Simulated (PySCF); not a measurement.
# C₃H₅F₃SeSi: electronic excitations

What electronic excitations should C₃H₅F₃SeSi (`F[C@@H]1C[Si@@H](F)[Se][C@H]1F`) show?

The runs use PySCF 2.14.0, with density-fitted response routines of our own; the level of theory stands in each step. All values are computed, except where a source is named. Atoms are numbered from 0 throughout.

### 1 Starting geometry

13 atoms, charge 0, multiplicity 1; geometry from: GFN2-xTB.

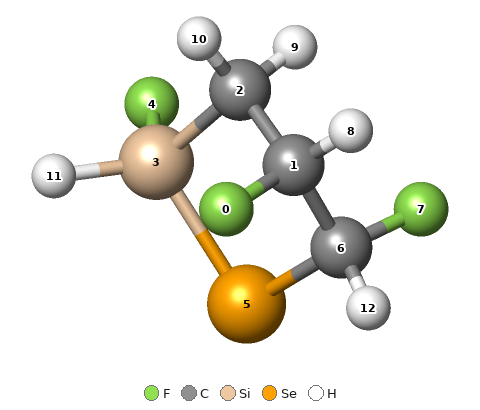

The starting geometry (fluorine green, carbon grey, silicon light orange, selenium orange, hydrogen white), atoms numbered.

### 2 Ultraviolet spectrum: wB97X-D/def2-SVPD

Job settings and geometry (Å):

```
{"job": {"kind": "uv", "xc": "wB97X-D", "basis": "def2-SVPD", "nstates": 8, "ntriplets": 3}, "charge": 0, "multiplicity": 1}
F      0.685388     0.280682     1.821386
C      0.738714     0.653553     0.494768
C     -0.668895     0.863558    -0.025666
Si    -1.503079    -0.846583    -0.095276
F     -2.501582    -0.874380    -1.357569
Se     0.362748    -2.096223    -0.408695
C      1.470203    -0.453773    -0.262345
F      1.767879    -0.003893    -1.515139
H      1.342657     1.570827     0.452261
H     -0.616335     1.306341    -1.020503
H     -1.192423     1.558121     0.627323
H     -2.304010    -1.239738     1.045313
H      2.414347    -0.718006     0.226413
```

Level: TDDFT wB97X-D/def2-SVPD, vertical, gas phase, core orbitals frozen in the response.

Run with:

```console
$ OMP_NUM_THREADS=1 python probes_run.py task.json out
```

One launch serves the whole session: the jobs run in the order shown.

The program printed:

```text
coarse grid: 57544 points
cycle   1  E = -3107.0964850409  dE =  2.360e-01  |g| = 8.876e-01  |ddm| = 4.838e+00
cycle   2  E = -3107.0537678173  dE =  4.272e-02  |g| = 1.095e+00  |ddm| = 2.024e+00
cycle   3  E = -3107.2536156696  dE = -1.998e-01  |g| = 6.508e-02  |ddm| = 9.730e-01
cycle   4  E = -3107.2545449015  dE = -9.292e-04  |g| = 2.402e-02  |ddm| = 1.463e-01
cycle   5  E = -3107.2547097742  dE = -1.649e-04  |g| = 8.486e-03  |ddm| = 5.614e-02
cycle   6  E = -3107.2547286108  dE = -1.884e-05  |g| = 2.052e-03  |ddm| = 1.677e-02
cycle   7  E = -3107.2547304233  dE = -1.812e-06  |g| = 9.764e-04  |ddm| = 5.797e-03
final grid: 120296 points
cycle   8  E = -3107.2542558327  dE = -1.493e-06  |g| = 1.241e-03  |ddm| = 1.261e-02
cycle   9  E = -3107.2542558071  dE =  2.566e-08  |g| = 1.439e-03  |ddm| = 2.810e-03
cycle  10  E = -3107.2542561375  dE = -3.304e-07  |g| = 7.178e-05  |ddm| = 1.099e-03
cycle  11  E = -3107.2542561406  dE = -3.120e-09  |g| = 4.496e-05  |ddm| = 3.580e-04
cycle  12  E = -3107.2542561414  dE = -7.376e-10  |g| = 1.250e-05  |ddm| = 1.129e-04
converged SCF energy = -3107.2542561414

Static polarisability (au): isotropic 84.428, principal 72.069 90.051 91.163

Singlet excitations
state   eV       nm        f      main configurations
  1   5.1678    239.9   0.00150   H->L 0.90
  2   6.3207    196.2   0.01684   H->L+1 0.74, H->L+2 0.09
  3   6.8637    180.6   0.00927   H-1->L 0.53, H->L+2 0.19, H->L+3 0.14
  4   7.0807    175.1   0.03197   H->L+2 0.41, H-1->L 0.34
  5   7.3054    169.7   0.05725   H->L+3 0.52, H->L+2 0.11, H->L+1 0.09
  6   7.6835    161.4   0.00120   H->L+7 0.33, H->L+6 0.23, H-2->L 0.20
  7   7.8441    158.1   0.03715   H->L+4 0.52, H->L+5 0.17, H->L+7 0.10
  8   8.0236    154.5   0.12443   H->L+6 0.36, H-2->L 0.35

Triplet excitations (Tamm-Dancoff, eV): 4.7061 5.8856 6.2404
```

Wall time 1.9 min (1 thread of Arm Neoverse N1, shared host); peak memory 0.99 GiB.

Frontier orbitals and where they lie:

```
orbital      eV                        atoms
 HOMO−3  -11.56  Si3 18 %, H11 14 %, C6 13 %
 HOMO−2  -11.21   Se5 24 %, C1 14 %, C6 14 %
 HOMO−1  -10.66  Se5 52 %, Si3 16 %, C2 13 %
   HOMO   -9.17    Se5 75 %, Si3 9 %, C6 7 %
   LUMO    0.99  Se5 52 %, C6 16 %, Si3 16 %
 LUMO+1    1.68  Se5 63 %, Si3 14 %, H11 4 %
 LUMO+2    2.10  Se5 23 %, Si3 15 %, C1 12 %
```

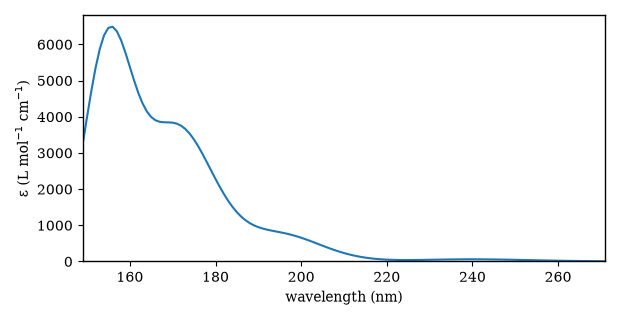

Absorption spectrum: each of the 8 states is a Gaussian band of 0.4 eV half-width at 1/e. Beyond the last state computed it falls off for lack of states.

Ground-state properties from the same run:

```
           property  computed
  dipole moment (D)      2.01
polarisability (Å³)     12.51
 HOMO–LUMO gap (eV)     10.16
      −ε(HOMO) (eV)      9.17
```

### 3 Results

```
                                quantity                        value
      lowest singlet (wB97X-D/def2-SVPD)  5.17 eV (240 nm), f = 0.002
brightest single state of those computed  state 8, 8.02 eV, f = 0.124
                          lowest triplet                      4.71 eV
```

The first singlet state (HOMO→LUMO 0.90) lies at 5.17 eV and is weak; of the 8 states computed, the strongest absorption comes from state 8 at 8.02 eV (the last computed, so partners may be missing). The lowest triplet lies 0.46 eV below the lowest singlet (triplets in Tamm-Dancoff, singlets in full TDDFT).
